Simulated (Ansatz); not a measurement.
Base system: KTaO₃ in the cubic perovskite structure (space group Pm-3m, No. 221; a = 3.952 Å).

One thing is altered: cell and atoms relaxed at a pressure of 10 GPa.

The values are results of DFT with LDA, PAW potentials and a 420 eV plane-wave cutoff in Ansatz (a program for electronic structure), spin-orbit coupling left out, not measurements.

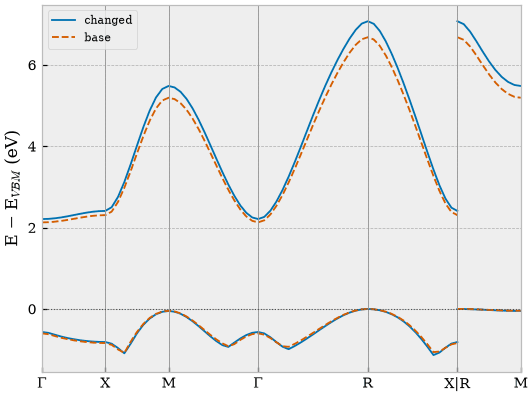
*Highest valence and lowest conduction band along the path, each from its own valence-band maximum*

Question: From the figure, how large is the changed gap, and is it direct?

Answer: About 2.2 eV, indirect, R → Γ.

Spin-orbit coupling, missing from the scalar runs, can matter with Ta. Load acts through the strain it causes; cell and atoms are relaxed under it. No phonon test of stability was made. Competing high-pressure phases were not computed.
